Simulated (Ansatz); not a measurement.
Consider Cs$_{3}$P$_{3}$O.

```
CELL_PARAMETERS angstrom
7.04307 0.00000 0.00000
0.00000 7.04307 0.00000
0.00000 0.00000 7.04307
ATOMIC_POSITIONS crystal
Cs 0.50000 0.50000 0.00000
Cs 0.00000 0.50000 0.50000
Cs 0.50000 0.00000 0.50000
P 0.50000 0.00000 0.00000
P 0.00000 0.50000 0.00000
P 0.00000 0.00000 0.50000
O 0.50000 0.50000 0.50000
```

Space group Pm-3m; a structure generated by program, which may or may not match a known phase; the SCF solution may not be the lowest one; spin-polarised.

Computed with Ansatz, DFT PBE, scalar-relativistic, plane waves, PAW.

Q: What can the converged valence pseudo-density, electron localisation function and spin density tell about the bonding?

A: Cs–O (3.52 Å): the density is about 0.05 e/Å³ at the midpoint; the ELF is about 0.05 at the midpoint: no localised pair shows between them.
The spin density sits on P: +1.8 μB (×3); O: +1.0 μB in one cell of 7 atoms, with smaller moments on Cs (up to +0.07 μB): parallel main moments (a ferromagnetic arrangement) in this solution. The cell of the calculation (7 atoms) carries 8.0 μB of net spin moment.

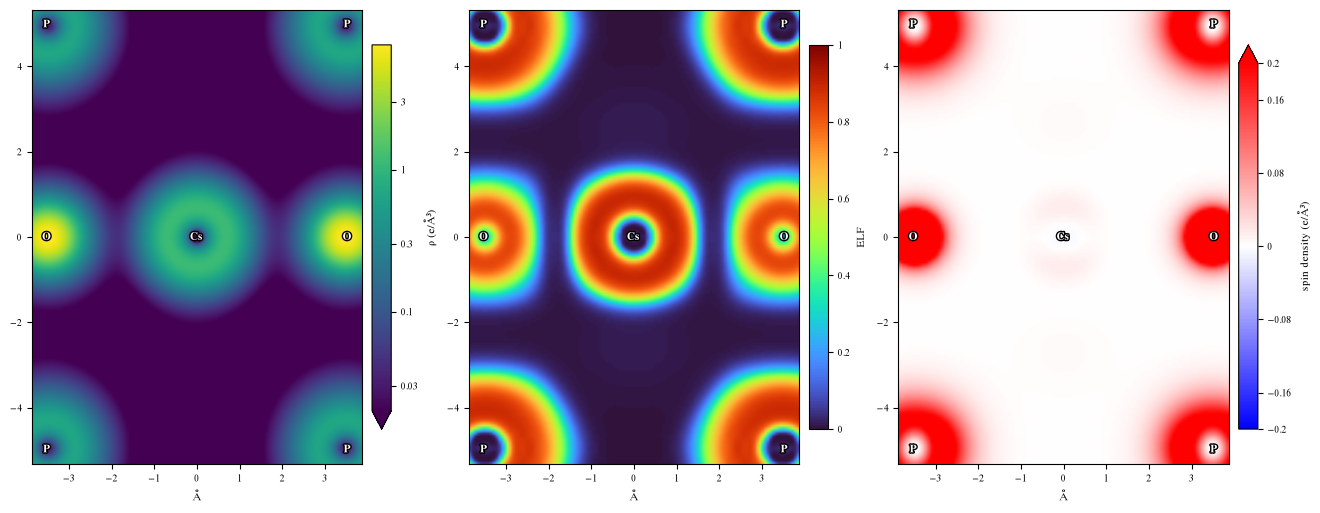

Computed valence pseudo-density, electron localisation function and spin density on the (110) plane of the conventional cell, in this order. 

The density is the valence pseudo-density of a PAW calculation; it isn't the true density close to the nuclei.
